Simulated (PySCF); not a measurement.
C₄H₅P, SMILES `c1cc[pH]c1`.

Level of theory: ωB97X/6-31+G* (PySCF), at a geometry from GFN2-xTB. No frequency check shows the geometry to be a minimum. GFN2-xTB bond lengths at metals and heavier atoms can be off by up to 0.1 Å and shapes distorted, which carries into these values.

The calculation's input:

```python
import numpy as np
from pyscf import gto, scf, dft
from pyscf.scf import atom_ks, atom_hf
from scipy.linalg import block_diag

def solve(mol, dm0=None, hcore=None):
    mf = (dft.UKS if mol.spin else dft.RKS)(mol, xc='wb97x')
    mf.grids.level = 3
    mf = mf.density_fit(auxbasis='def2-universal-jkfit')
    mf.conv_tol, mf.max_cycle = 1e-8, 80
    if hcore is not None:
        mf.get_hcore = lambda *args: hcore
    mf.kernel(dm0)
    if not mf.converged:
        mf = mf.newton().run(mf.mo_coeff, mf.mo_occ, max_cycle=30)
    assert mf.converged, 'SCF not converged'
    return mf

mol = gto.M(atom='''
C     -1.28024    -0.71917    -0.00139
C     -1.28032     0.71907    -0.00139
C     -0.05010     1.26476     0.02985
P      1.22853     0.00003    -0.10856
C     -0.04998    -1.26473     0.02986
H     -2.19791    -1.28627    -0.00187
H     -2.19804     1.28607    -0.00187
H      0.16523     2.31961     0.02699
H      1.60120     0.00012     1.23648
H      0.16546    -2.31956     0.02700
''', basis='6-31+g*', charge=0, spin=0, verbose=4)
mf = solve(mol)
mf.analyze()
# spherically averaged free atoms, for the promolecule
atm = atom_ks.get_atm_nrks(mol, xc='wb97x')
pro = block_diag(*[(atm[a[0]][2] * atm[a[0]][3]) @ atm[a[0]][2].T for a in mol._atom])
np.savez('result.npz', e=mf.e_tot, c=mf.mo_coeff, occ=mf.mo_occ, eps=mf.mo_energy, pro=pro, dip=mf.dip_moment(verbose=0), s2=mf.spin_square()[0])
```

Command:

```sh
OMP_NUM_THREADS=1 python input.py
```

The run took 20 s on 1 thread of Arm Neoverse N1 (shared host), peak memory 0.45 GiB.

Partitions, critical points and surface values were worked out afterwards from this run's density.

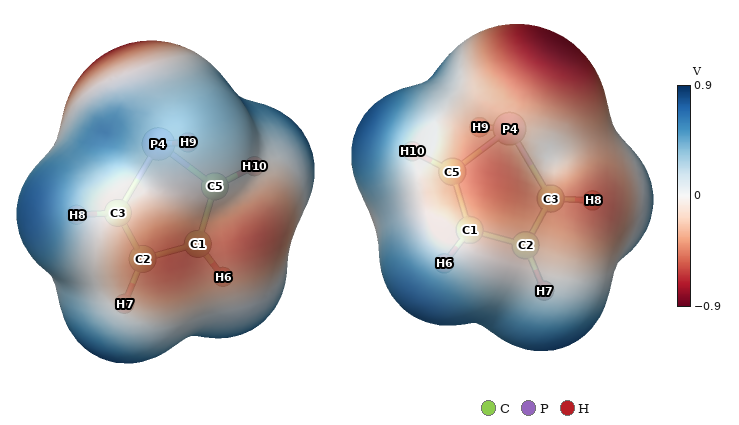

Electrostatic potential on the surface of electron density 0.001 a.u. (back view left, front view right).

Where are the extremes of the potential on the surface?

Highest: 0.74 V, 1.3 Å from H7, and at like points elsewhere. Further maxima include 0.65 V, 1.8 Å from H9. Lowest: −0.85 V, 2.4 Å from P4. Further minima include −0.57 V, off the C1–C5 bond (2.1 to 2.2 Å from its atoms), and at like points elsewhere; −0.55 V, off the C2–C3 bond (2.2 Å from its atoms), and at like points elsewhere. The surface is sampled at points, so like sites can differ by a few per cent and only the strongest of them is named.

What volume does the surface enclose, and what is the dipole moment?

About 115 Å³; the dipole moment is 1.0 D.
